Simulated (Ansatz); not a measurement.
Consider Nb2Sn2O7 (Fd-3m).

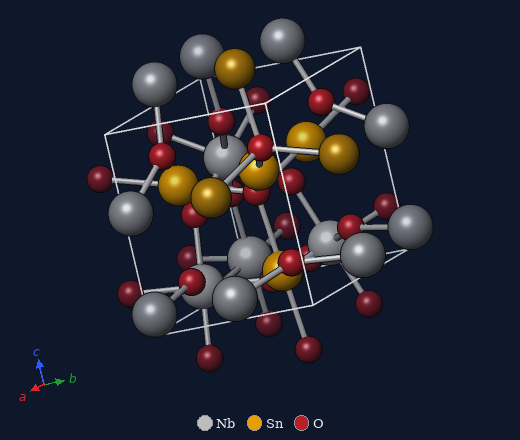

The structure (niobium light grey, tin orange, oxygen red). Some periodic images of atoms are drawn too.

```
Nb Sn O
1.0
     0.00000    5.38030    5.38030
     5.38030    0.00000    5.38030
     5.38030    5.38030    0.00000
Nb Sn O
4 4 14
Direct
  0.12500 0.12500 0.12500
  0.62500 0.12500 0.12500
  0.12500 0.12500 0.62500
  0.12500 0.62500 0.12500
  0.62500 0.62500 0.12500
  0.62500 0.62500 0.62500
  0.12500 0.62500 0.62500
  0.62500 0.12500 0.62500
  0.06100 0.43900 0.06100
  0.06100 0.06100 0.43900
  0.81100 0.18900 0.81100
  0.06100 0.43900 0.43900
  0.18900 0.81100 0.18900
  0.43900 0.06100 0.06100
  0.18900 0.18900 0.81100
  0.18900 0.81100 0.81100
  0.75000 0.75000 0.75000
  0.81100 0.18900 0.18900
  0.43900 0.43900 0.06100
  0.81100 0.81100 0.18900
  0.50000 0.50000 0.50000
  0.43900 0.06100 0.43900
```

The cell and positions are those that the Materials Project relaxed with its own functionals (PBE, PBE+U or r2SCAN), kept fixed. At the settings of the band run the largest force is still 0.46 eV/Å. PAW set soft_2, made with PBE.

Gaps computed with Ansatz 0.2.0 without a self-energy: LDA 0.94 eV, r2SCAN 0.99 eV, HSE06 1.48 eV and PBE0 2.19 eV. The mean ε∞ by LDA perturbation theory is 9.88.

Q: Estimate the G0W0@LDA gap with 2×2×2 mesh, 929 empty bands, screening to 120 eV, default PAW files.

About 1.61 eV: on its mesh the run moves the gap from 0.88 eV by +0.73 eV. Among the scalar-relativistic levels given, HSE06 is nearest (−0.13 eV). One-shot corrections scale roughly with one over ε∞, here 0.10. Bands and cutoff are finite, so the gap is not at the basis limit. The miss can reach some tenths of an eV and take either sign; the mesh is an error of its own. The 2×2×2 mesh is coarse for this cell (its supercell is 15 Å along the shortest edge). The RPA ε∞ on it, from the LDA start, is 14.42; such meshes misread the long-range screening, most where the gap is narrow. The many-body steps are scalar-relativistic: spin-orbit coupling is not in them.

[Paths, hosts, dates, memory and timing lines, banners, echoed tables and standing remarks are left out of the program output.]

[Logs are printed without paths, hosts, clocks, repeated set-up lines and the standing remarks that a program may print on its own settings, such as how far it seeks lower states.]

[Runs of the session that timed out or met a known fault of the program may be left out.]

[Cells called generated may have been cut or substituted from an entry of the Crystallography Open Database or the Materials Project.]

[Hosts, paths, dates, database ids (printed as entryN), source tags and the programs' standing remarks are cut or masked in the printed files.]
